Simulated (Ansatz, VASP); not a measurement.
# GeMo: VASP beside Ansatz, part 2 of 2

Aim: how closely do two programs agree when they are given the same cell, functional and k mesh? The cell is invented: As first built, before any earlier steps moved the atoms: it takes the TiMo structure with some of its atoms replaced by other elements, volume scaled by an estimate. It may not be a known or stable phase. The cell comes out of the VASP series on this material, whose earlier steps may have relaxed, scaled or displaced it; both programs get it as it stands.

VASP 6.6.1 and Ansatz 0.2.0.

So far. Step 2 (VASP: band structure, RPBE): The run ends at a pressure of 1.97 GPa.

### 6. VASP: band structure, PBE, spin-orbit coupling

Level of this step: PBE, spin-orbit coupling; plane waves and PAW (Mo_sv, Ge_d); invented cell (VASP).

The same cell, functional, mesh and smearing now go to VASP, with its own data sets and cutoff.

INCAR reads:

```
SYSTEM = GeMo
PREC = Accurate
ENCUT = 410
EDIFF = 1E-06
NELM = 100
ISMEAR = 0
SIGMA = 0.02
LREAL = .FALSE.
ALGO = Normal
GGA = PE
LNONCOLLINEAR = .TRUE.
MAGMOM = 0 0 0 0 0 0
NBANDS = 40
GGA_COMPAT = .FALSE.
LASPH = .TRUE.
LSORBIT = .TRUE.
LMAXMIX = 4
LORBIT = 11
LWAVE = .FALSE.
LCHARG = .FALSE.
KPAR = 4
```

POSCAR reads:

```
GeMo
1.0
    1.6019480164     -2.3773060662      0.0000000000
    1.6019480164      2.3773060662      0.0000000000
    0.0000000000      0.0000000000      4.1313414296
Mo Ge
1 1
Direct
    0.0000000000      0.0000000000      0.0000000000
    0.5000000000      0.5000000000      0.5000000000
```

KPOINTS reads:

```
Automatic mesh
0
Gamma
7 7 5
0 0 0
```

KPOINTS_OPT reads:

```
Line mode
16
Line-mode
Reciprocal
  0.00000000   0.00000000   0.00000000 GAMMA
  0.36351850   0.36351850   0.00000000 X

  0.36351850   0.36351850   0.00000000 X
  0.00000000   0.50000000   0.00000000 S

  0.00000000   0.50000000   0.00000000 S
  0.00000000   0.50000000   0.50000000 R

  0.00000000   0.50000000   0.50000000 R
  0.36351850   0.36351850   0.50000000 A

  0.36351850   0.36351850   0.50000000 A
  0.00000000   0.00000000   0.50000000 Z

  0.00000000   0.00000000   0.50000000 Z
  0.00000000   0.00000000   0.00000000 GAMMA

  0.00000000   0.00000000   0.00000000 GAMMA
 -0.50000000   0.50000000   0.00000000 Y

 -0.50000000   0.50000000   0.00000000 Y
 -0.36351850   0.63648150   0.00000000 X1

 -0.36351850   0.63648150   0.00000000 X1
 -0.36351850   0.63648150   0.50000000 A1

 -0.36351850   0.63648150   0.50000000 A1
 -0.50000000   0.50000000   0.50000000 T

 -0.50000000   0.50000000   0.50000000 T
 -0.50000000   0.50000000   0.00000000 Y

  0.00000000   0.00000000   0.50000000 Z
 -0.50000000   0.50000000   0.50000000 T
```

The projector-augmented-wave data sets are Mo_sv and Ge_d (PBE family, release 64).

Command:

```sh
mpirun -np 4 vasp_ncl
```

Numbers of over 12 decimals in the logs are rounded to 6 here.

Output:

```text
[banner, memory and clock lines left out]
running    4 mpi-ranks, on    1 nodes
[...]
LDA part: xc-table for (Slater+PW92), standard interpolation
 POSCAR, INCAR and KPOINTS ok, starting setup
[...]
entering main loop
       N       E                     dE             d eps       ncg     rms          rms(c)
DAV:   1     0.264301317395E+03    0.26430E+03   -0.12315E+04  5520   0.303E+03
DAV:   2     0.169989986924E+02   -0.24730E+03   -0.23644E+03  4064   0.727E+02
DAV:   3    -0.146152376957E+02   -0.31614E+02   -0.30674E+02  4424   0.157E+02
DAV:   4    -0.158088209128E+02   -0.11936E+01   -0.11912E+01  4200   0.344E+01
[...]
DAV:  10    -0.151646365523E+02    0.15307E-03   -0.37452E-04  4768   0.282E-01    0.830E-02
DAV:  11    -0.151646500950E+02   -0.13543E-04   -0.52872E-05  4600   0.816E-02    0.232E-02
DAV:  12    -0.151646502064E+02   -0.11138E-06   -0.98040E-06  5112   0.481E-02
   1 F= -.15164650E+02 E0= -.15164447E+02  d E =-.406516E-03  mag=     0.0000     0.0000    -0.0000
 Start KPOINTS_OPT (optional k-point list driver)
k-point batch [1-48\192]
       N       E                     dE             ncg
DAV:   1    -0.231296651237E+04   -0.42424E+05     5544
DAV:   2    -0.139441734342E+05   -0.11631E+05     4000
DAV:   3    -0.154379557575E+05   -0.14938E+04     4368
DAV:   4    -0.154945648987E+05   -0.56609E+02     4384
[...]
DAV:   8    -0.154955906349E+05   -0.33962E-04     4048
DAV:   9    -0.154955906363E+05   -0.13215E-05     2920
DAV:  10    -0.154955906365E+05   -0.23802E-06     2600
[...]
k-point batch [145-192\192]
       N       E                     dE             ncg
DAV:   1    -0.233990366446E+04   -0.50403E+05     5576
DAV:   2    -0.138827731291E+05   -0.11543E+05     4096
DAV:   3    -0.153441545566E+05   -0.14614E+04     4336
DAV:   4    -0.154018441679E+05   -0.57690E+02     4296
[...]
DAV:   8    -0.154029300986E+05   -0.40111E-04     3968
DAV:   9    -0.154029301003E+05   -0.17273E-05     2592
DAV:  10    -0.154029301006E+05   -0.23683E-06     2240
```

Parts of OUTCAR (step 6):

```text
  Total        0.5413562     -0.2112071     -0.1972749      0.0000000      0.0000000      0.0000000
  in kB       27.5637998    -10.7538651    -10.0444897      0.0000000      0.0000000      0.0000000
  external PRESSURE =       2.2551484 kB  Pullay stress =       0.0000000 kB

 POSITION                                       TOTAL-FORCE (eV/Angst)
 -----------------------------------------------------------------------------------
      0.00000      0.00000      0.00000         0.000000     -0.000000      0.000000
      1.60195      0.00000      2.06567         0.000000      0.000000      0.000000
 -----------------------------------------------------------------------------------
    total drift:                                0.000000      0.000000      0.000000

  FREE ENERGIE OF THE ION-ELECTRON SYSTEM (eV)
  ---------------------------------------------------
  free  energy   TOTEN  =       -15.1646502064 eV

  energy  without entropy=      -15.1642436904  energy(sigma->0) =      -15.16444695

 magnetization (x)
# of ion       s       p       d       tot
------------------------------------------
    1        0.000   0.000   0.000   0.000
    2        0.000   0.000   0.000   0.000
--------------------------------------------------
tot          0.000   0.000   0.000   0.000

 magnetization (y)
# of ion       s       p       d       tot
------------------------------------------
    1        0.000   0.000   0.000   0.000
    2        0.000   0.000   0.000   0.000
--------------------------------------------------
tot          0.000   0.000   0.000   0.000

 magnetization (z)
# of ion       s       p       d       tot
------------------------------------------
    1        0.000   0.000   0.000   0.000
    2        0.000  -0.000   0.000  -0.000
--------------------------------------------------
tot          0.000   0.000   0.000   0.000

[... 1 part as in an earlier step ...]

[... 2 further parts left out ...]
[key lines of the parts left out:]
E-fermi :  10.8587
```

The run ends at a pressure of 0.23 GPa.

### 7. Comparison

What differs besides the data sets and the points named for the pairs above, as far as they apply: spin-orbit coupling enters by fully relativistic files in Ansatz and inside the spheres in VASP. Total energies have different zeros and are not compared.

Both answers:

```csv
quantity,Ansatz,VASP,difference
pressure (GPa),0.51,0.23,+0.29
```

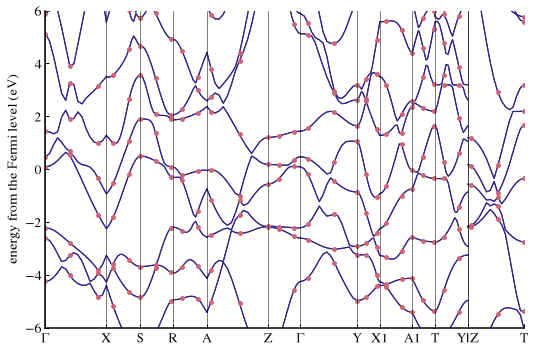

Bands from VASP (lines) and levels from Ansatz (dots). Dots without a line are higher empty bands that the VASP plot leaves out.

Levels from 3 eV below to 2 eV above the Fermi level differ by 4 meV r.m.s. and 17 meV at most; each VASP level is matched to the nearest of Ansatz, which flatters the figure a little.

### 8. Outcome

```yaml
r_m_s_difference_of_levels_near_the_fermi_level_band_structure_rpbe: 4.2 meV
r_m_s_difference_of_levels_near_the_fermi_level_band_structure_pbe_spin_orbit_coupling: 3.7 meV
```

The r.m.s. difference of levels near the Fermi level is 4.2 meV (band structure, RPBE), within the 80 meV picked in this series as the mark of a large difference. How closely two codes agree says nothing of how well the functional describes the real material.

[Lines on the potential files, build, host, timing and source positions are cut from VASP's logs without a mark.]

[Logs are printed without paths, hosts, clocks, repeated set-up lines and the standing remarks that a program may print on its own settings, such as how far it seeks lower states.]

[Hosts, paths, dates, database ids (printed as entryN), source tags and the programs' standing remarks are cut or masked in the printed files.]
